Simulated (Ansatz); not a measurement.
## Amorphous Si30N44Ti3

A CHGNet melt-quench gave the starting glass, which DFT then relaxed. N atoms were pushed apart under 1.9 Å during the dynamics, to hinder bonds among them. The hot cell started wider than the set density and was brought back towards it in steps. It is the lowest in DFT energy of 2 quenches. It is a model cell: composition and starting density were chosen by hand, and all elements were melted together. No dispersion term was used.

Methods: PBE, scalar-relativistic without spin-orbit coupling (Ansatz, an electronic-structure program); r2SCAN, scalar-relativistic without spin-orbit coupling (Ansatz); HSE06, scalar-relativistic without spin-orbit coupling (Ansatz). Geometry, pressure, stress and energy are those of the PBE run. Its sampling: a 2×2×2 Γ-centred mesh; Fermi-Dirac width 0.02 eV; no spin polarisation. Other functionals are single points at the zone centre (r2SCAN at 500 eV; exact exchange cut at the cell's faces), free to take moments where seeds were set. At PBE the levels at both edges of the gap are localised (band-tail or defect states), and the nearest spread-out levels lie 3.1 eV apart at the zone centre.

| Item | Result |
|---|---|
| Number of atoms in the cell | 77 |
| Density (held, not predicted) | 3.05 g/cm^3 |
| Volume per atom | 11.32 Å³ |
| Pressure on a 2×2×2 Γ-centred mesh | 2.49 GPa |
| Largest force and stress component on that mesh (the relaxation ran on the zone centre alone) | 0.09 eV/Å and 5.4 GPa |
| Gap between localised states on a 2×2×2 Γ-centred mesh (PBE) | 1.18 eV |
| Gap between localised states at the zone centre (PBE) | 1.21 eV |
| Gap between localised states at the zone centre (r2SCAN) | 1.52 eV |
| Gap between localised states at the zone centre (HSE06) | 2.61 eV |

Cut-offs for bonds: Si-Si 2.60 Å, Si-N 2.10 Å, Si-Ti 2.78 Å, N-N 1.70 Å, N-Ti 2.54 Å, Ti-Ti 3.12 Å. Two cations that share two anions don't count as bonded, nor two that share one unless they lie closer than Si-Si 2.38 Å, Si-Ti 2.71 Å, Ti-Ti 3.04 Å.

The mean coordination of Si by anions comes out as 4.00 (30 with 4) and the mean coordination of N is 3.07 (2 with 2, 37 with 3, 5 with 4). The mean coordination of Ti by anions is 5.00 (3 with 5), the mean Si-N bond is 1.753 Å (spread 0.056 Å, 120 counted) and the mean N-Ti bond is 2.085 Å (spread 0.178 Å, 15 counted).

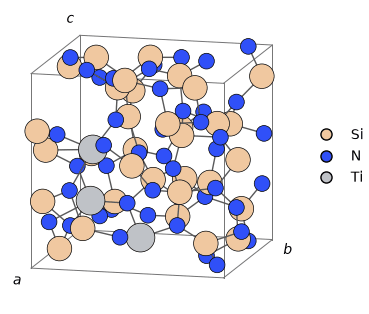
Figure: The relaxed cell

Its density started from a set value of 3.05 g/cm³. The simulated quench (nominally 380 K/ps over its main leg) is rapid and tends to freeze in more defects than a deposited or slowly cooled glass has. A cell of this size samples the disorder only roughly. The volume was held where the preparation left it, at a PBE pressure of 2.5 GPa. Stress components on the final sampling reach 5.4 GPa.
